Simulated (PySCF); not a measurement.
Vertical excitations of a molecule C₄H₁₀Te from TDA-LC-ωPBE/def2-SVPD run with PySCF, as energy in eV (oscillator strength): 3.79 (0.000), 5.24 (0.012), 6.53 (0.159), 6.66 (0.092), 6.80 (0.179), 6.95 (0.091), 7.24 (0.022), 7.44 (0.262), 7.67 (0.134), 7.95 (0.001). Lowest triplet (TDA): 3.22 eV. The structure is a stationary point at PBE-D3(BJ)/def2-SVP. The def2 effective core potentials stand for the cores of Te; spin–orbit coupling is left out. One conformer was computed; it need not be the lowest.

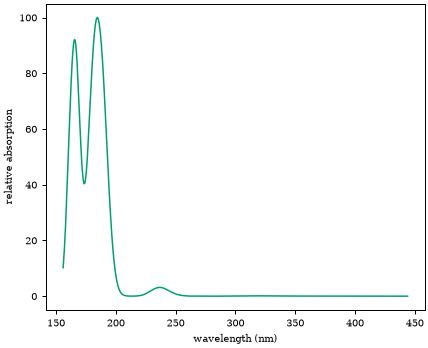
*The lines broadened by 0.4 eV.*

Problem. Identify the compound among the candidates.
A) CC(C)(C)[TeH]
B) C[Te]C(C)C
C) CC[Te]CC

Solution. A, CC(C)(C)[TeH]
